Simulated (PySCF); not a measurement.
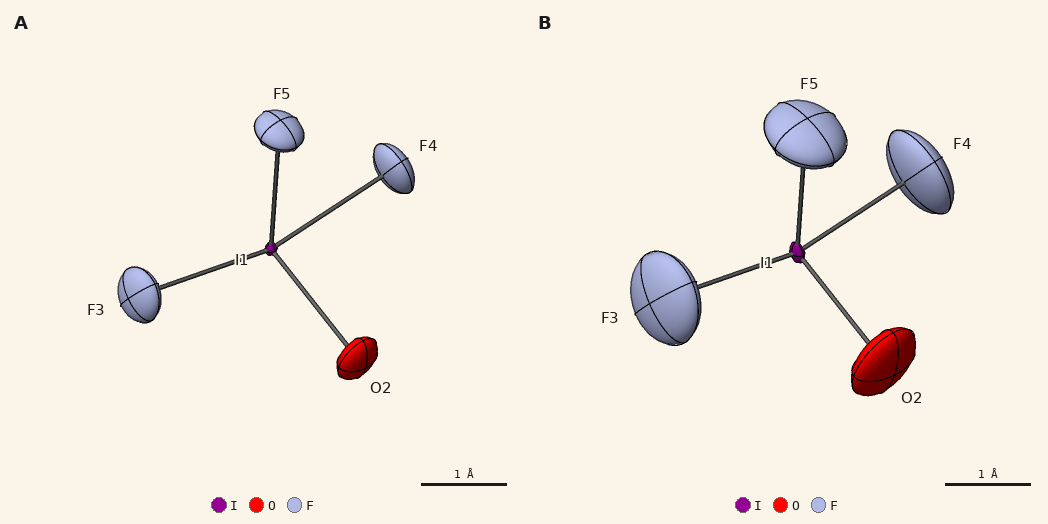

Displacement ellipsoids at the 50 % level, scaled by 3, from the internal vibrations of the free molecule (harmonic, no overall translation or rotation; no half-axis is drawn under 0.075 Å). Vibrations computed with RKS-based PBE0, I def2-SVP with ECP28, O def2-SVP, F def2-SVP; scalar-relativistic core potentials; density fitting (PySCF 2.14.0). One panel is for 298 K, the other for 900 K.

**Which panel is for 900 K?**

B.

**How much does the mean-square displacement of F3 grow, and why?**

U_eq goes from 0.0042 to 0.0116 Å², a factor of 2.7. Modes below kT (626 cm⁻¹ at 900 K) grow about in proportion to T, and the lowest lies at 152 cm⁻¹; the mean-square amplitude of a mode is its zero-point value times coth(ħω/2kT), which comes close to 1 only above about 3kT.
